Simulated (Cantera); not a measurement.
Charge: 1 mol C2F6, 7.7 mol H2, equilibrated at 1.30e-5 bar.

Method: chemical equilibrium by Gibbs-energy minimisation in Cantera with the NASA 1993 tables (ideal gas, pure condensed phases). Candidate condensed phases: C, C6H6, C7H8, C8H18; 95 gas species. The feed counts by its element totals alone. Kinetics and transport are ignored.

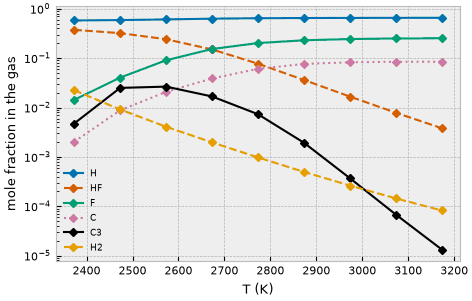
Figure. Equilibrium gas composition (values under 1e-9 drawn at 1e-9)

From 2373 K to 2473 K the condensed part is C(graphite). From 2573 K to 3173 K nothing is condensed. The main C-bearing gas is C3 at 2373 K and C at 3173 K.
